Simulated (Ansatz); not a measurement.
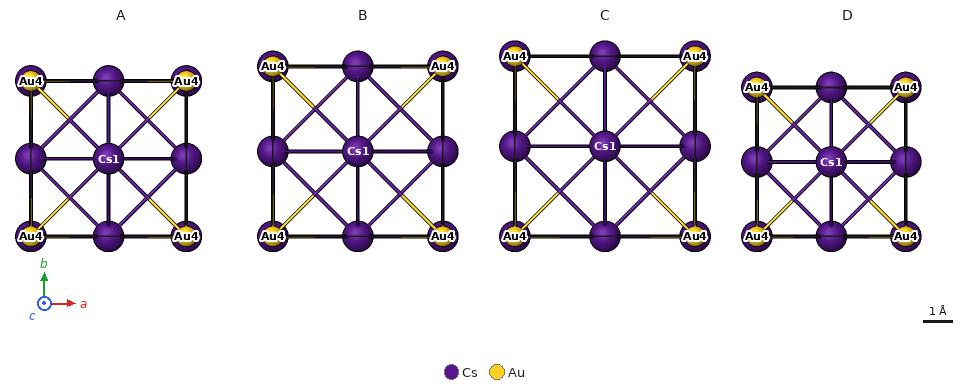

4 geometries from one relaxation of a crystal of Cs3Au (built on the TiAl3 (D0_22)_139 type), in shuffled order. The picture is a ball-and-stick view of the conventional cell (2 times the calculation's cell), seen along the c axis. Lengths and directions refer to the drawn axes.

Case: TiAl3 (D0_22) type (I4/mmm, No. 139).

Computed with DFT PBE, scalar-relativistic, plane waves, PAW in Ansatz. Set-up: plane-wave cutoff 420 eV; k-point mesh 12 × 12 × 12; occupations gaussian; smearing width 0.1 eV; no spin polarisation; cell and atoms relaxed; force threshold 0.01 eV/Å; at most 80 steps.

> Order the frames from highest to lowest energy.

D, A, B, C. They are steps 0, 1, 3, 10, at +205 meV per atom, +118 meV per atom, +20.5 meV per atom relative to the last. The atoms keep their places relative to the cell (all moves are under 0.005 Å). The drawn cell changes as follows: a = b 5.182 → 6.271 Å (+21.0 %), c 11.576 → 12.704 Å (+9.7 %); the volume changes by +60.7 %. Among the contacts that change: Au–Cs 3.664 → 4.434 Å, Cs–Cs 3.664 → 4.434 Å, Au–Cs 3.885 → 4.463 Å, Cs–Cs 3.885 → 4.463 Å. The space group stays I4/mmm (No. 139). The energy falls by 205 meV per atom in 8 accepted moves (10 points after the start). All forces vanish by symmetry, so only the cell relaxes. Pressure: 3.76 GPa at the start and −0.01 GPa at the end. The SCF was repeated twice at an unchanged geometry on a basis and grid sized afresh for the cell, which shifted the energy by 10.2 meV per atom at most. The run took 9.5 min on 1 thread of Arm Neoverse V2 (shared host), peak memory 1.1 GiB.
